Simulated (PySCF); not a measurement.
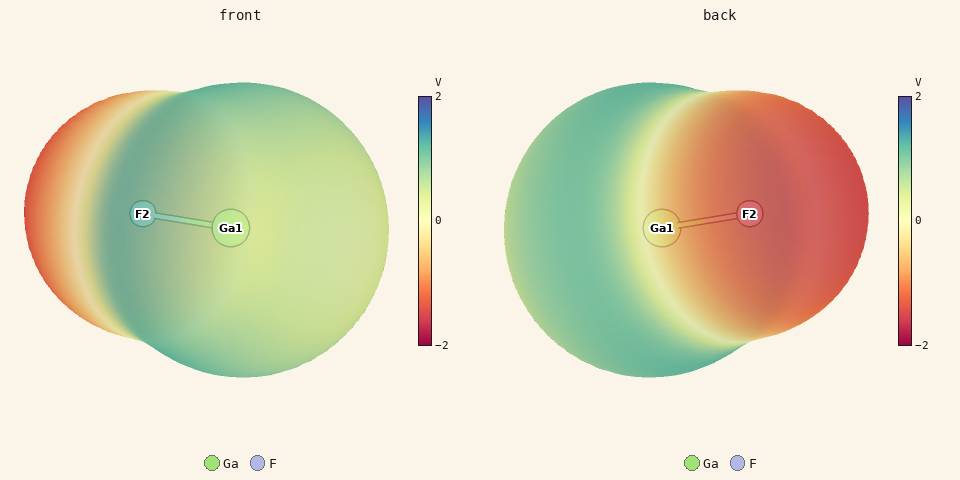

Figure 1: GaF. The molecular electrostatic potential painted on the density surface at 0.001 e/bohr³, seen from the front and from behind; the colour scale runs from red (negative) to blue (positive).

The calculation used PySCF, PBE0/def2-TZVPPD, non-relativistic Hamiltonian with scalar-relativistic core potentials where named, at a bond length of 1.794 Å.

```xyz
2

Ga    0.0000    0.0000   -0.3876
F     0.0000    0.0000    1.4064
```

> Describe the electrostatic potential map.

The most negative region (about −1.5 V) lies over F2, the most positive (about +1.2 V) over Ga1.
